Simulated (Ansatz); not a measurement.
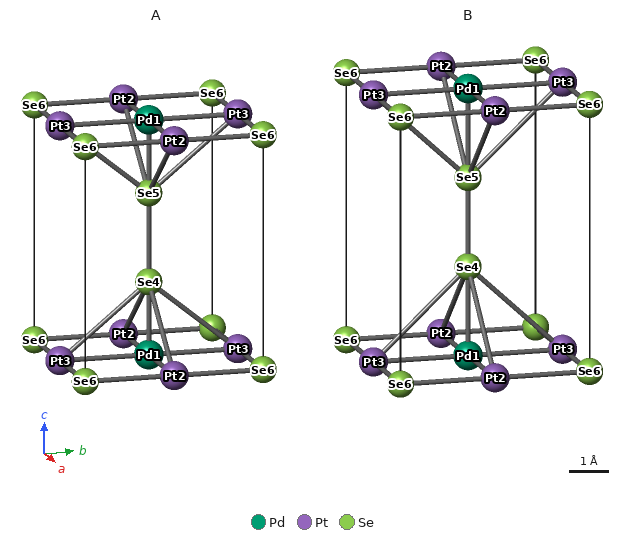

Two geometries of solid PdPt₂Se₃ (a generated structure, set up in P4/mmm) (coarse preliminary run), drawn at one scale. One is the start of a relaxation, the other its converged end. A ball-and-stick model of the cell of the calculation, seen slightly off an axis.

These are results of Ansatz, DFT PBE, scalar-relativistic, plane waves, PAW, not measurements. Set-up: plane-wave cutoff 420 eV; k-point mesh 4 × 4 × 4; occupations gaussian; smearing width 0.1 eV; no spin polarisation; cell and atoms relaxed; force threshold 0.04 eV/Å; at most 70 steps.

Question: Which geometry has the lower energy?

Answer: Structure B is the relaxed one. After 6 accepted moves (8 points after the start) the energy has fallen by 866 meV per atom. The largest force component goes from 12 to 0.0019 eV/Å. The pressure goes from 36.30 to 0.00 GPa. At 2 points the geometry stayed and the basis and grid were re-selected for the new cell (energy shift of 4.8 meV per atom at most each time). The largest moves relative to the cell, 0.16 Å, are those of Se4 and Se5. Se5 goes along −c. Pt and Pd stay in place. The volume changes by +28.6 %, with a = b 4.789 → 5.091 Å (+6.3 %), c 6.254 → 7.113 Å (+13.7 %). Near-neighbour distances that change, for instance: Pd1–Se4 1.944 → 2.369 Å, Pt2–Se4 3.084 → 3.477 Å, Pd1–Pt2 2.394 → 2.546 Å, Pt2–Se6 2.394 → 2.546 Å. The space group stays P4/mmm (No. 123). Cost: 2.2 min on 1 thread of Intel(R) Xeon(R) Processor @ 2.70GHz, on a shared host, peak memory 0.55 GiB.
